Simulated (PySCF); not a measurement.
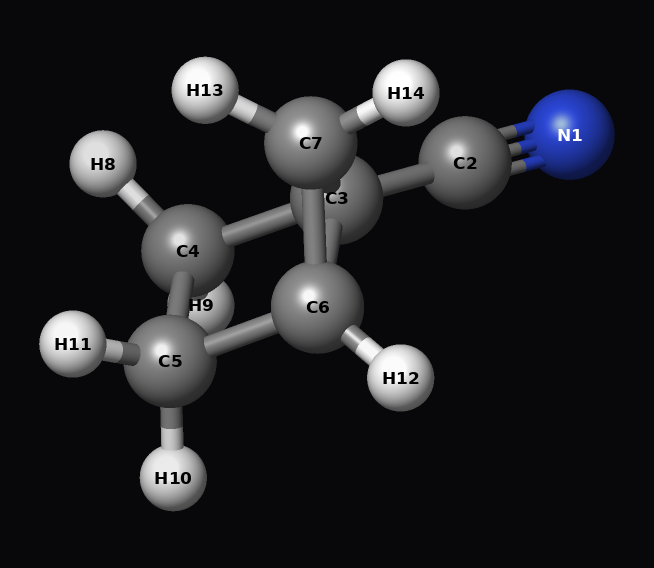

The computed structure is the end point of a GFN2-xTB optimisation. No frequency run is at hand to confirm it as a minimum. Level of theory: B3LYP/pcJ-1 indirect spin-spin coupling, non-relativistic, gas phase (PySCF 2.14.0). Isotopes: 13C, 1H, 15N.

Give the spin–spin coupling constants of these pairs, with the number of bonds between them: N1/C2, N1/C3, N1/C4.

```csv
pair,bonds apart,J (Hz)
"N1, C2",1,−22.7
"N1, C3",2,3.3
"N1, C4",3,−0.7
```
